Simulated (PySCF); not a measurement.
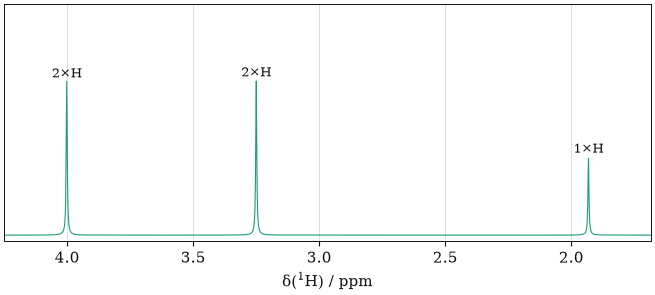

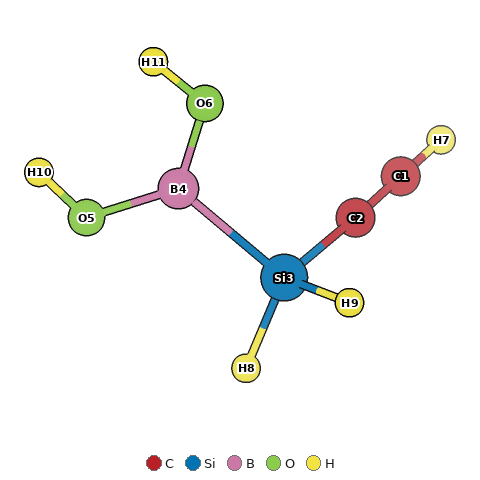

Spectrum and numbered structure of C₂H₅BO₂Si, SMILES C#C[SiH2]B(O)O. GIAO shifts, PBE0/def2-SVP in PySCF 2.14.0, at a PBE0-D3(BJ)/def2-SVP geometry (no frequency check), against TMS for ¹H computed at the same level. Gas phase, fully decoupled, line heights follow the number of nuclei, widths are arbitrary (no quadrupolar broadening); values of one conformer, averaged over nuclei that symmetry or rotation about single bonds exchange, these motions taken as fast; other conformers aren't averaged in. Protons on N, O or S are those of the isolated molecule, without hydrogen bonds to neighbours or exchange.

Question: Assign the ¹H signals to the numbered atoms.

Answer:
| δ (ppm) | nuclei | atoms |
| --- | --- | --- |
| 4.00 | 2 | H8, H9 |
| 3.25 | 2 | H10, H11 |
| 1.93 | 1 | H7 |
